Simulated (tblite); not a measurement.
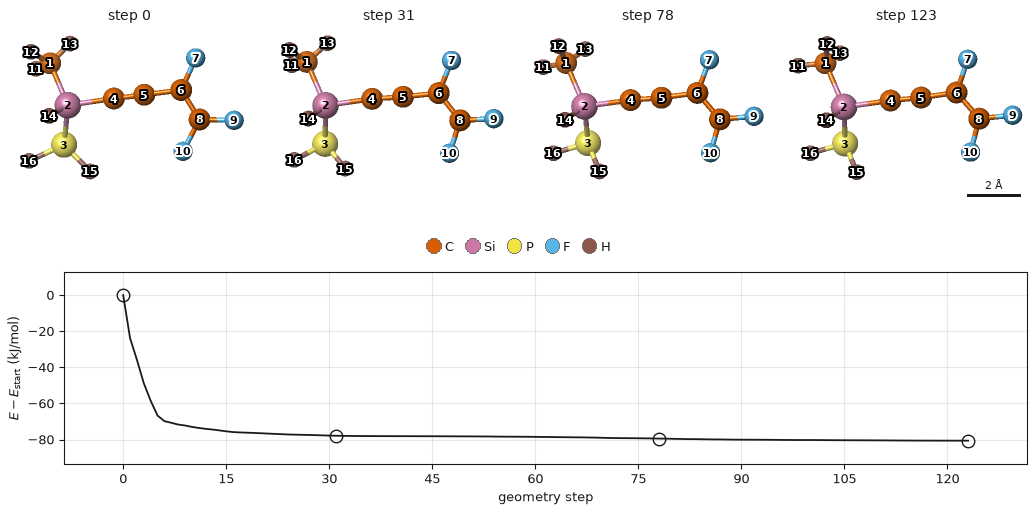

Frames of a relaxation of C₅H₆F₃PSi, marked on the history of the run. A ball-and-stick model, seen at a tilt.

These are results of GFN2-xTB geometry optimisation, gas phase (tblite), not measurements. 

Q: Describe the path.

A: Over 123 geometry steps the energy falls by 80.6 kJ/mol. The largest move after the best rigid fit is that of H11, 0.86 Å. By element the largest moves are H 0.86 Å, F 0.41 Å, P 0.31 Å, C 0.13 Å, Si 0.12 Å. Some distances before and after: P3–H16 1.478 → 1.386 Å, Si2–P3 2.194 → 2.251 Å, C8–F10 1.378 → 1.326 Å, P3–H15 1.435 → 1.385 Å. Among the angles between lasting bonds that change: Si2–P3–H15 112.0° → 94.9°, H15–P3–H16 108.8° → 92.6°, Si2–P3–H16 107.1° → 94.5°. Groups turn about C1–Si2 by about 50°. From step 0 to 31: H15 moves most (0.37 Å), energy −77.9 kJ/mol. From step 31 to 78: H13 moves most (0.45 Å), energy −1.58 kJ/mol. From step 78 to 123: H11 moves most (0.38 Å), energy −1.16 kJ/mol.

```csv
step,"E − E(0), kJ/mol"
0,0.00
1,-23.82
2,-35.83
3,-48.81
4,-58.51
5,-66.71
6,-69.82
7,-70.73
8,-71.70
9,-72.23
10,-73.00
16,-75.86
22,-76.86
28,-77.56
34,-78.05
40,-78.14
46,-78.19
52,-78.29
58,-78.45
64,-78.70
69,-78.95
75,-79.29
81,-79.66
87,-79.96
93,-80.12
99,-80.27
105,-80.39
111,-80.48
117,-80.60
123,-80.63
```
